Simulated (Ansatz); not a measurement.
## Energy over volume and axial ratio for WSi2 (MoSi2 type, space group I4/mmm)

WSi2 (MoSi2 type, space group I4/mmm)

```yaml
crystal:
  lattice:
    - [-1.61472, 1.61472, 3.93387]
    - [1.61472, -1.61472, 3.93387]
    - [1.61472, 1.61472, -3.93387]
  atoms:
    - { symbol: W, position: [0.00000, 0.00000, 0.00000] }
    - { symbol: Si, position: [0.33458, 0.33458, 0.00000] }
    - { symbol: Si, position: [0.66542, 0.66542, 0.00000] }
```

The relaxed cell is deformed in two ways at once: its volume V is scaled, and at that volume it is stretched along z (the c axis of the conventional cell) so that c/a changes. Fractional atomic positions are held.

Level of theory: PBE (plane waves to 420 eV, PAW, scalar-relativistic; Ansatz, a program for electronic structure). k mesh 20×20×20 (Γ-centred), Fermi-Dirac smearing 0.05 eV. The energy includes the smearing's −TS. As the atoms are clamped, bonds stretch with the cell, which overstates energies and stresses. With partly filled bands, the response to shear is sensitive to the k mesh, so small differences along c/a are uncertain. Spin-orbit coupling is left out, though W is heavy. The PAW data are Ansatz's earlier set. WSi2 is run without spin polarisation. WSi2 was relaxed with its symmetry unable to fall. ΔE is measured from the relaxed starting cell.

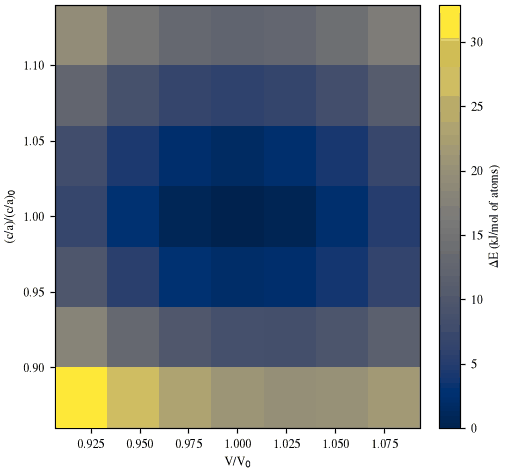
Figure: ΔE (kJ/mol of atoms) over the 7×7 grid of computed points.

The modulus against c/a change at fixed volume, (3/4V)·∂²E/∂(ln c/a)² (fit, atoms clamped) comes out as 200 GPa, an upper bound as the atoms could relax. Lowest place on the grid: V/V₀ = 1.000, (c/a)/(c/a)₀ = 1.000 (0 meV/atom). Highest place on the grid: V/V₀ = 0.920, (c/a)/(c/a)₀ = 0.880 (341 meV/atom).

Near the relaxed cell σzz − σxx = −2Cδ (compression positive), C being this modulus and δ the logarithm of the ratio.

(Under strain, the slope of the energy per volume gives the stress and its curvature an elastic modulus.)
